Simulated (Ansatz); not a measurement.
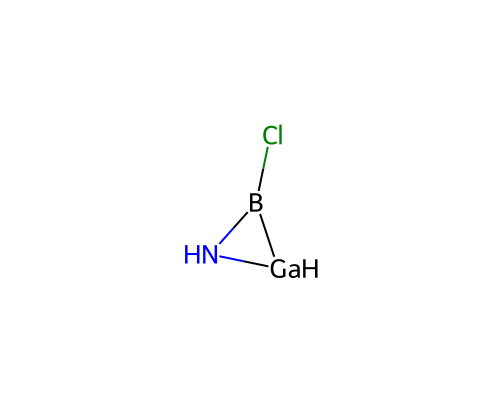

Structural formula above. The geometry was computed by an optimisation with PBE0-D4/def2-TZVP.

Describe the 3D structure.

It has 6 atoms: 1 boron, 1 chlorine, 1 gallium, 2 hydrogen and 1 nitrogen (BClGaH2N). Its SMILES string is `Cl[B]1[NH][GaH]1`. The point group is Cs. All atoms lie on one plane.

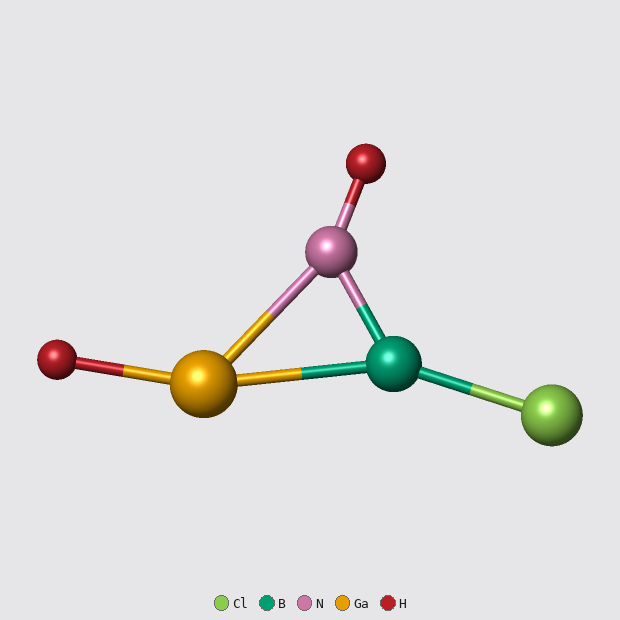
